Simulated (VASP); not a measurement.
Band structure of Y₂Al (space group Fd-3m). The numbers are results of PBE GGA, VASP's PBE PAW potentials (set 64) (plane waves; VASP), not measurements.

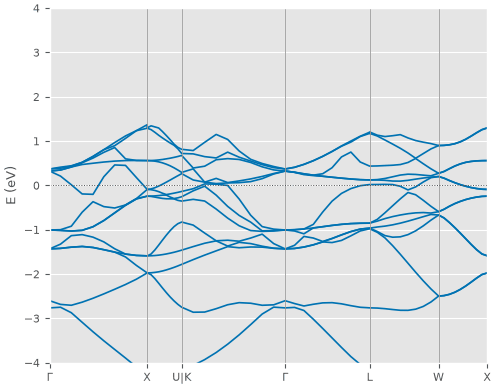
Fig. 1. Bands along high-symmetry lines, zero at the valence-band maximum or, without a gap, the Fermi level

Q: Read the plot: is there a gap, and where are the band edges?

A: It has no gap at this level: it comes out as a metal or semimetal.

The structure was generated: Y2Al was put into an ordered model structure, which need not be its known phase. The cell was not relaxed at this level.
